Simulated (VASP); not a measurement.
Band structure of Cd$_{3}$HgTe$_{4}$ (ordered alloy cell). All values below come from PBEsol GGA, VASP's PBE PAW potentials (set 64) (plane waves; VASP 6.6.1).

Unless said otherwise, spin-orbit coupling is left out, though it shifts the bands of the heavy elements here.

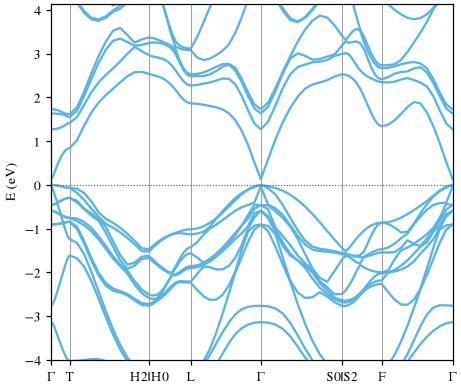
*Bands along high-symmetry lines, zero at the valence-band maximum or, without a gap, the Fermi level*

**Question.** Read the plot: is there a gap, and where are the band edges?

**Answer.** The gap is direct, 0.13 eV, from the valence maximum at Γ to the conduction minimum at Γ. (Edges off the drawn lines would not show.)

The structure was generated: Cd3HgTe4 was put into an ordered model structure (R3m), which need not be its known phase. It was relaxed first.
